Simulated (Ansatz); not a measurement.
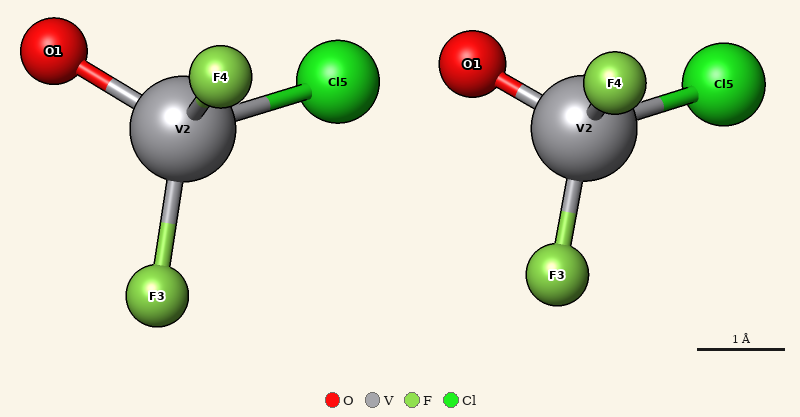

Two geometries of VOClF$_{2}$ (coarse preliminary run), drawn at one scale. One is the start of a relaxation, the other its converged end. The picture is a ball-and-stick view, seen from a free direction.

Level of theory: Ansatz 0.2.0, RKS PBE-D4/def2-SVP. (force threshold 0.03 eV/Å; at most 200 steps)

**Which one is relaxed?**

The right one is the relaxed one. The start comes from a force field. After 5 geometry steps the energy has fallen by 2.493 eV. The largest force component goes from 4.8 to 0.004 eV/Å. The atom that moves furthest after the best rigid fit is O1 (0.27 Å). Largest moves by element: O 0.27 Å, F 0.24 Å, Cl 0.19 Å, V 0.02 Å. Among the contacts that change: O1–V2 1.815 → 1.562 Å, V2–F3 1.945 → 1.717 Å, V2–F4 1.907 → 1.717 Å, V2–Cl5 2.344 → 2.154 Å. Among the angles between lasting bonds that change: O1–V2–F3 111.1° → 108.2°, F4–V2–Cl5 107.9° → 110.7°. The run took about 9 core-seconds on a shared host.
